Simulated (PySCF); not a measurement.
```json
{"atom": "O", "x (Å)": "1.0235", "y (Å)": "-0.6360", "z (Å)": "0.4514"}
{"atom": "O", "x (Å)": "0.0561", "y (Å)": "0.3426", "z (Å)": "0.1193"}
{"atom": "H", "x (Å)": "-0.6107", "y (Å)": "-0.1840", "z (Å)": "-0.3415"}
{"atom": "Ag", "x (Å)": "2.7864", "y (Å)": "-0.2884", "z (Å)": "-0.5694"}
```

Geometry: PBE0-D3(BJ)/ma-def2-SVP; core potentials replace the inner electrons of Ag.

Method: DFT single point, gas phase, functional PBE0 (PySCF 2.14.0, density-fitted response routines).

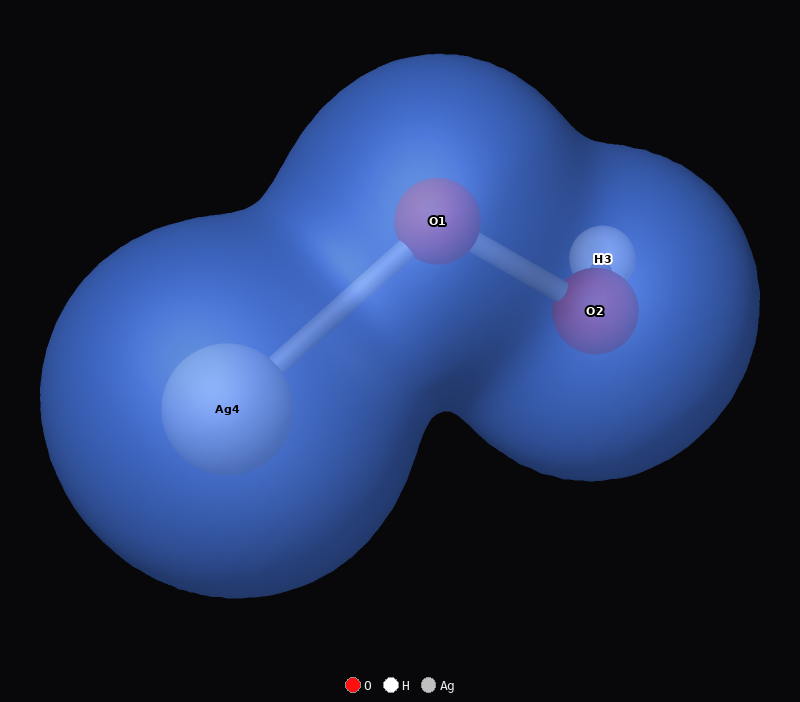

AgHO₂. Isosurface of the electron density at 0.1 e/Å³ (blue), seen at a tilt.

Q: Which contacts does the surface bridge?

A: At this value the surface is in one piece. It bridges the sampled O–O (1.42 Å), Ag–O (2.07 Å) and O–H (0.97 Å) contacts, where the density stays above the isovalue. On the grid the lowest density along these lines, outside the cores, is 2.1 e/Å³ (O–O, 1.42 Å), 0.64 e/Å³ (Ag–O, 2.07 Å) and 2.5 e/Å³ (O–H, 0.97 Å).
